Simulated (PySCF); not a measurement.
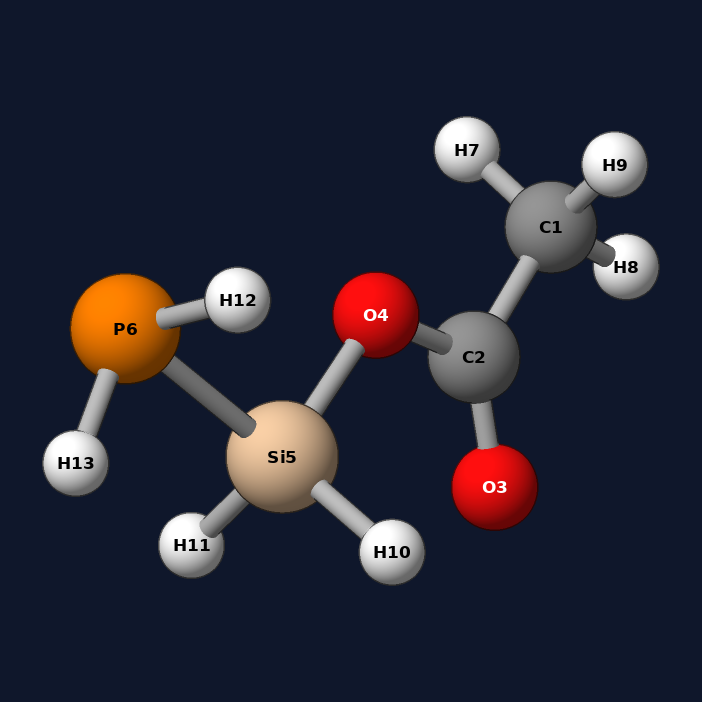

The computed structure is the end point of a PBE0-D3(BJ)/def2-SVP optimisation. No frequency run is at hand to confirm it as a minimum. Method: GIAO B3LYP/pcSseg-1 NMR shielding, non-relativistic, gas phase (PySCF 2.14.0). Principal shieldings σ11 ≤ σ22 ≤ σ33, span Ω = σ33 − σ11, skew κ = 3(σiso − σ22)/Ω.

Give the shielding tensors of the P atoms.

```tsv
atom	σ11	σ22	σ33	σiso	Ω	κ
P6	513.5	557.7	639.9	570.4	126.4	0.30
```

Shieldings and span in ppm.
